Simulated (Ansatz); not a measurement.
The crystal is RbSb4F13 (I4/m).

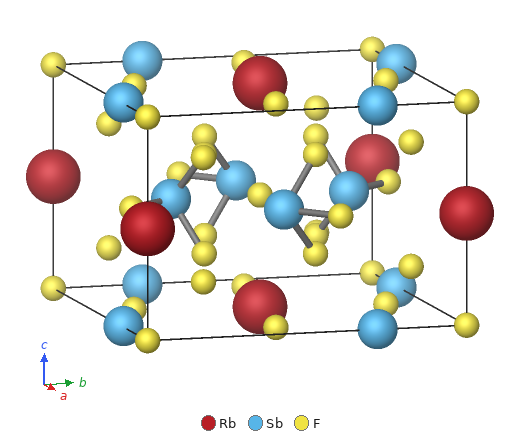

The structure (rubidium red, antimony blue, fluorine yellow). Bonds to atoms that aren't drawn are left out. Some periodic images of atoms are drawn too.

```yaml
crystal:
  lattice:
    - [-4.81750, 4.81750, 3.28150]
    - [4.81750, -4.81750, 3.28150]
    - [4.81750, 4.81750, -3.28150]
  atoms:
    - { symbol: Rb, position: [0.50000, 0.50000, 0.00000] }
    - { symbol: Sb, position: [0.00640, 0.27709, 0.28349] }
    - { symbol: Sb, position: [0.27709, 0.99360, 0.27070] }
    - { symbol: Sb, position: [0.99360, 0.72291, 0.71651] }
    - { symbol: Sb, position: [0.72291, 0.00640, 0.72930] }
    - { symbol: F, position: [0.00000, 0.00000, 0.00000] }
    - { symbol: F, position: [0.56148, 0.87661, 0.43809] }
    - { symbol: F, position: [0.87661, 0.43852, 0.31513] }
    - { symbol: F, position: [0.43852, 0.12339, 0.56191] }
    - { symbol: F, position: [0.12339, 0.56148, 0.68487] }
    - { symbol: F, position: [0.43010, 0.33449, 0.32074] }
    - { symbol: F, position: [0.33449, 0.01375, 0.90439] }
    - { symbol: F, position: [0.01375, 0.10936, 0.67926] }
    - { symbol: F, position: [0.10936, 0.43010, 0.09561] }
    - { symbol: F, position: [0.56990, 0.66551, 0.67926] }
    - { symbol: F, position: [0.66551, 0.98625, 0.09561] }
    - { symbol: F, position: [0.98625, 0.89064, 0.32074] }
    - { symbol: F, position: [0.89064, 0.56990, 0.90439] }
```

Geometry: measured cell, ions relaxed with PBE. The runs that relaxed it are not among those shown. Spin-orbit coupling is left out unless a run names it.

Gaps computed with Ansatz 0.2.0 without a self-energy: PBE 4.74 eV, PBE+SOC 4.70 eV and HSE06 6.04 eV.

**Question.** Estimate the G0W0@PBE gap with 4×4×4 mesh, 1025 empty bands, screening to 130 eV, PAW set soft_1 files.

About 7.30 eV: on its mesh the run moves the gap from 4.76 eV by +2.57 eV, and the mesh misses the edges by 0.02 eV. Among the scalar-relativistic levels given, HSE06 is nearest (−1.26 eV). Spin-orbit coupling is not in that value; its −0.04 eV at the PBE level would bring it to about 7.26 eV. Bands and cutoff are finite, so the gap is not at the basis limit. The miss can reach some tenths of an eV and take either sign; the mesh is an error of its own. The many-body steps are scalar-relativistic: spin-orbit coupling is not in them.

[Paths, hosts, dates, memory and timing lines, banners, echoed tables and standing remarks are left out of the program output.]

[Logs are printed without paths, hosts, clocks, repeated set-up lines and the standing remarks that a program may print on its own settings, such as how far it seeks lower states.]

[Runs of the session that timed out or met a known fault of the program may be left out.]

[Cells called generated may have been cut or substituted from an entry of the Crystallography Open Database or the Materials Project.]

[Hosts, paths, dates, database ids (printed as entryN), source tags and the programs' standing remarks are cut or masked in the printed files.]
